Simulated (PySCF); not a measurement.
## Electronic structure of C4H13NOSi in real space

```xyz
20

C     2.3306    1.3638    1.0996
O     1.0378    0.8568    0.9653
Si    0.4691    0.0918   -0.4129
C     1.2899   -1.5776   -0.5923
N    -1.2437   -0.0663   -0.3362
C    -1.9137   -1.1991    0.2480
C    -2.0852    1.0928   -0.4968
H     2.6314    1.9879    0.2353
H     2.3814    1.9954    2.0007
H     3.0864    0.5627    1.2115
H     0.8039    0.9844   -1.5692
H     1.1804   -2.1865    0.3185
H     2.3691   -1.4446   -0.7701
H     0.8766   -2.1397   -1.4438
H    -2.7872   -1.4988   -0.3616
H    -2.2845   -0.9940    1.2723
H    -1.2425   -2.0679    0.3057
H    -1.5318    1.9081   -0.9875
H    -2.4645    1.4815    0.4692
H    -2.9641    0.8614   -1.1280
```

Geometry: PBE0-D3(BJ)/def2-SVP.

Computed with PBE0/pcSseg-1, SCF density, gas phase, non-relativistic (PySCF 2.14.0).

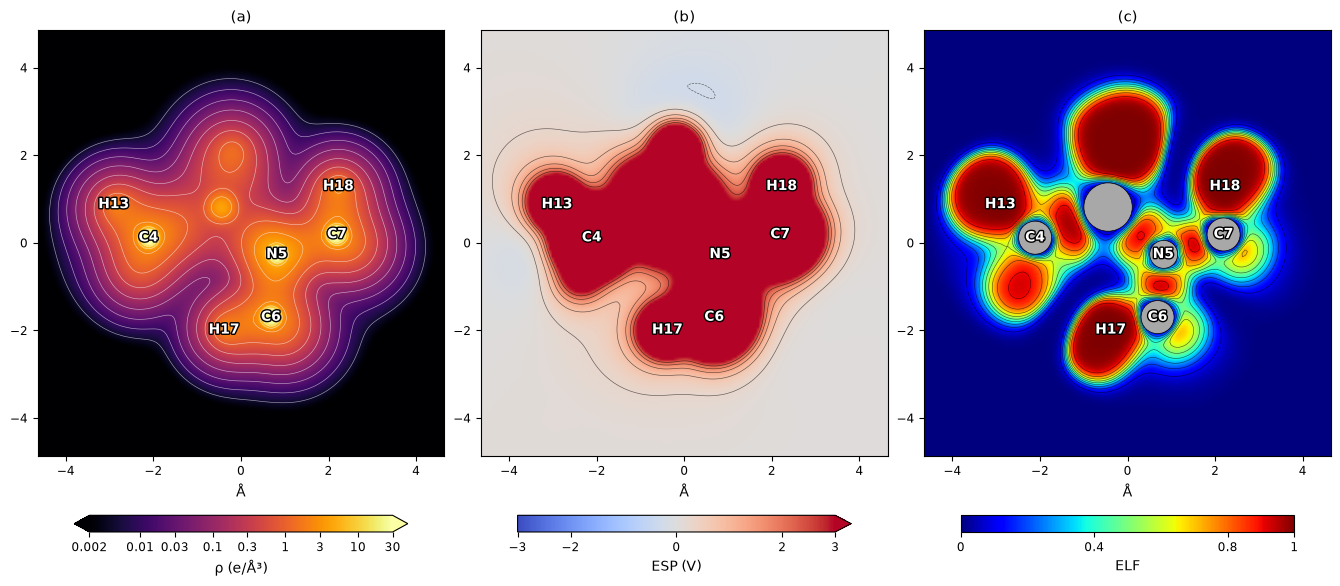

Figure 1. (a) total electron density; (b) molecular electrostatic potential; (c) ELF on the plane of atoms C6, N5 and C7. Grey discs cover the atomic cores in the ELF map.

Read the bonding off the picture.

- The plane passes through C, N and H nuclei.
- C–N (1.44 Å): the density is about 1.9 e/Å³ at the midpoint; the ELF peaks at about 0.90 between the atoms; a shared electron pair.
- C–H (1.10 Å): ρ is about 2 e/Å³ halfway; the ELF climbs to about 1 towards the hydrogen, as it does in any bond to H; an ordinary covalent bond to hydrogen.
- The potential has no marked negative region in this plane.

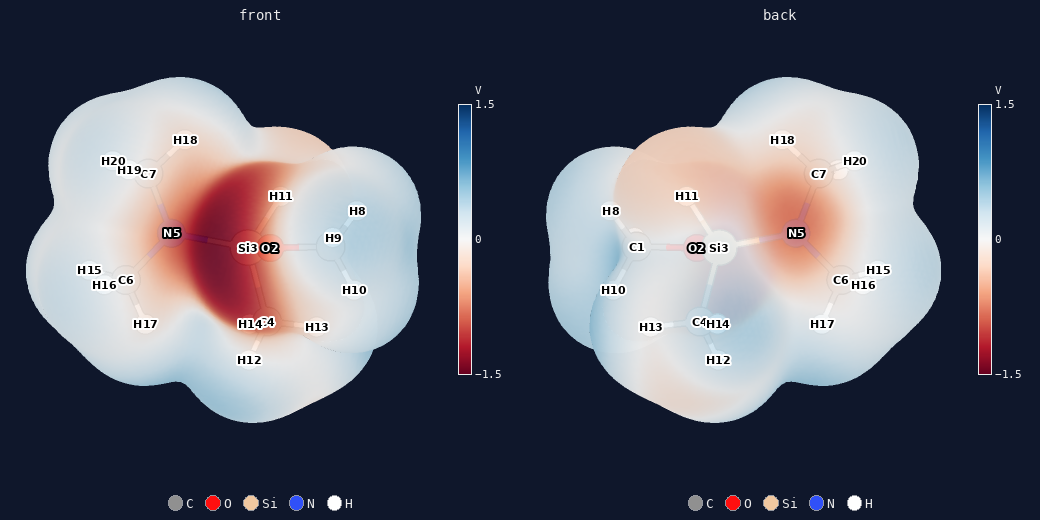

Figure 2. The electrostatic potential painted on the density surface at 0.001 e/bohr³, seen from the front and from behind; the colour scale runs from red (negative) to blue (positive).

Describe the electrostatic potential map.

The most negative region (about −1.4 V) lies over O2, the most positive (about +0.6 V) over C1, Si3, H13 and H17. O2 is the likeliest acceptor of a hydrogen bond.
